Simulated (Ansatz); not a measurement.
**HF/STO-3G run of CH3FGeO (SMILES C[O][Ge][F])**

What is the vertical ionisation energy of CH3FGeO at HF/STO-3G? 

The results are computed with Ansatz 0.2.0.

125 further runs of the same task are left out: 125 set aside as unsound or not needed.

## 1. The structure to begin with

CH3FGeO: 7 atoms, total charge 0, spin state singlet. SMILES: `C[O][Ge][F]`. The shape is that of a PBE0-D4/def2-TZVP optimisation. This is one conformer, not always the lowest.

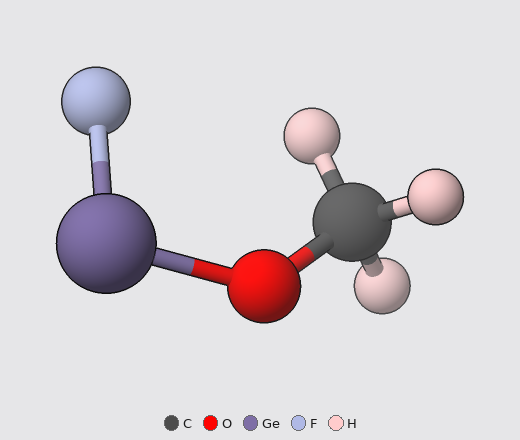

The structure, seen from a chosen angle (carbon dark grey, oxygen red, germanium purple, fluorine light blue, hydrogen pink).

## 2. The energy at HF/STO-3G

in.yaml reads:

```yaml
crystal:
  periodic: [false, false, false]
  atoms:
    - {symbol: C, position_ang: [-0.504800, 0.491500, 0.394900]}
    - {symbol: O, position_ang: [0.412400, 0.624200, -0.671900]}
    - {symbol: Ge, position_ang: [1.441700, -0.610700, -1.398400]}
    - {symbol: F, position_ang: [0.967400, -1.990600, -0.400200]}
    - {symbol: H, position_ang: [-0.548500, -0.532200, 0.773800]}
    - {symbol: H, position_ang: [-0.208000, 1.161100, 1.206600]}
    - {symbol: H, position_ang: [-1.498700, 0.788500, 0.049700]}
basis:
  gaussian:
    orbitals: STO-3G
hamiltonian:
  xc: hf
accuracy: high
output:
  orbitals: {seedname: orbitals}
```

Command:

```console
$ ansatz run in.yaml --threads 1 --pin off --max-ram 3480MiB --events-out events.jsonl --progress --plain --runs-dir runs
```

Standard output:

```text
Warning: RAYON_NUM_THREADS=1 ignored (pool sized by the plan → 1); use --threads N
Functional definition: HF
  name "HF"
  exchange = exact_x
  correlation = 0
619 factors; integrals over basis functions are off by at most 4.0e-9 eV
mean field evaluation 1: about -61570.6467 eV, gradient 2.5e1 eV
mean field evaluation 2: about -61570.8197 eV, gradient 2.5e1 eV
mean field evaluation 4: about -61573.5588 eV, gradient 1.9e0 eV
mean field evaluation 8: about -61573.5806 eV, gradient 8.1e-4 eV
mean field -61573.58063570 eV, -2262.7873522901 hartree, gradient 2.9e-8 eV, S^2 0.000000; 0 other end points of the search recorded, 0 dependent functions left out
reference -61573.58063570 eV, -2262.7873522901 hartree; 29, 29 occupied and 7, 7 virtual orbitals, 619 factors
Total energy: -61573.58063570 eV, -2262.7873522901 hartree
```

Run time: 0.36 s. Hardware: 1 thread of Arm Neoverse V2, shared host.

## 3. The doublet cation

job.yaml reads:

```yaml
crystal:
  periodic: [false, false, false]
  atoms:
    - symbol: C
      position_ang: [-0.504800, 0.491500, 0.394900]
    - symbol: O
      position_ang: [0.412400, 0.624200, -0.671900]
    - symbol: Ge
      position_ang: [1.441700, -0.610700, -1.398400]
    - symbol: F
      position_ang: [0.967400, -1.990600, -0.400200]
    - symbol: H
      position_ang: [-0.548500, -0.532200, 0.773800]
    - symbol: H
      position_ang: [-0.208000, 1.161100, 1.206600]
    - symbol: H
      position_ang: [-1.498700, 0.788500, 0.049700]
basis:
  gaussian: {orbitals: STO-3G}
total_charge: 1
magnetization: {spin_polarized: true, initial_magnetization: 1}
hamiltonian: {xc: hf}
accuracy: high
output: {orbitals: {seedname: orbitals}}
```

Command:

```console
$ ansatz run job.yaml --threads 1 --pin off --max-ram 3480MiB --events-out events.jsonl --progress --plain --runs-dir runs
```

Standard output:

```text
Warning: RAYON_NUM_THREADS=1 ignored (pool sized by the plan → 1); use --threads N
[... 4 set-up lines as earlier in the session ...]
619 factors; integrals over basis functions are off by at most 4.0e-9 eV
mean field evaluation 1: about -61560.5991 eV, gradient 2.4e1 eV
mean field evaluation 2: about -61560.7611 eV, gradient 2.4e1 eV
mean field evaluation 4: about -61566.8672 eV, gradient 2.3e0 eV
mean field evaluation 8: about -61567.0621 eV, gradient 6.4e-1 eV
mean field evaluation 16: about -61567.1314 eV, gradient 2.5e-8 eV
mean field evaluation 32: about -61567.0758 eV, gradient 1.9e-1 eV
mean field evaluation 64: about -61566.6866 eV, gradient 1.4e0 eV
mean field evaluation 96: about -61566.9705 eV, gradient 8.7e-1 eV
mean field evaluation 128: about -61566.3687 eV, gradient 6.5e-1 eV
mean field evaluation 160: about -61567.5612 eV, gradient 1.2e-2 eV
mean field evaluation 192: about -61560.3629 eV, gradient 6.3e0 eV
mean field evaluation 224: about -61567.0181 eV, gradient 1.8e0 eV
mean field evaluation 256: about -61566.3724 eV, gradient 6.1e0 eV
mean field evaluation 288: about -61567.5480 eV, gradient 5.8e-2 eV
mean field evaluation 320: about -61567.5465 eV, gradient 3.8e-2 eV
mean field evaluation 352: about -61566.8881 eV, gradient 4.0e-1 eV
mean field -61567.55589914 eV, -2262.5659473051 hartree, gradient 2.4e-8 eV, S^2 0.869331; 4 other end points of the search recorded, 0 dependent functions left out
reference -61567.55589914 eV, -2262.5659473051 hartree; 29, 28 occupied and 7, 8 virtual orbitals, 619 factors
Total energy: -61567.55589914 eV, -2262.5659473051 hartree
```

Run time: 3.3 s. Hardware: 1 thread of Arm Neoverse V2, shared host; peak memory 0.1 GiB.

## 4. What came out

Level: HF/STO-3G.

| quantity | value |
| --- | --- |
| singlet CH3FGeO: total energy | -2262.78735 Eh |
| singlet CH3FGeO: HOMO energy | -7.12 eV |
| singlet CH3FGeO: LUMO energy | 5.46 eV |
| singlet CH3FGeO: HOMO–LUMO gap | 12.58 eV |
| doublet cation: total energy | -2262.56595 Eh |
| doublet cation: HOMO energy (highest over α and β) | -14.20 eV |
| doublet cation: LUMO energy (lowest over α and β) | -4.29 eV |
| doublet cation: ⟨S²⟩ | 0.869 |
| vertical ionisation energy (to the doublet cation) | 6.025 eV |

The vertical ionisation energy comes to 6.02 eV (139 kcal/mol). The negative HOMO energy of the first species, 7.12 eV, lies 1.10 eV above that difference. In a minimal basis such a difference can be off by several eV, whatever the method. ⟨S²⟩ (doublet cation) is 0.87 where a pure doublet has 0.75: the reference is spin-contaminated.
